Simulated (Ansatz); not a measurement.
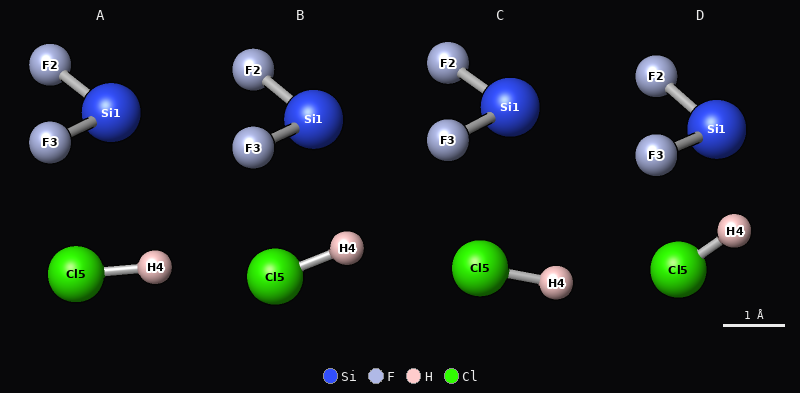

4 geometries from one relaxation of SiHClF₂ (started from a transition state, displaced along its imaginary mode), in shuffled order. Style: ball-and-stick. Shown from a free direction.

Level of theory: RKS PBE0-D4/def2-TZVP in Ansatz. Settings: force threshold 0.005 eV/Å; at most 200 steps.

### Put them in the order of the run, from the start to the converged end.

D, B, A, C. They are steps 0, 2, 4, 14, at +0.648 eV, +0.098 eV, +0.031 eV relative to the last. The largest move after the best rigid fit is that of H4, 1.06 Å. By element the largest moves are H 1.06 Å, Si 0.44 Å, F 0.31 Å, Cl 0.04 Å. Near-neighbour distances that change, for instance: Si1–H4 1.968 → 3.448 Å, Si1–Cl5 2.764 → 3.128 Å, H4–Cl5 1.182 → 1.281 Å, Si1–F3 1.626 → 1.605 Å. Over 11 accepted moves (14 points after the start) the energy falls by 0.648 eV. Largest force component: 3.8 eV/Å at the start, 0.00029 eV/Å at the end. The line search rejected the trial steps at points 7, 9, 11 of the run. The forces were under the threshold at step 12, but the run went on from there. Cost: 34 s on 2 threads of Arm Neoverse V2 (shared host).
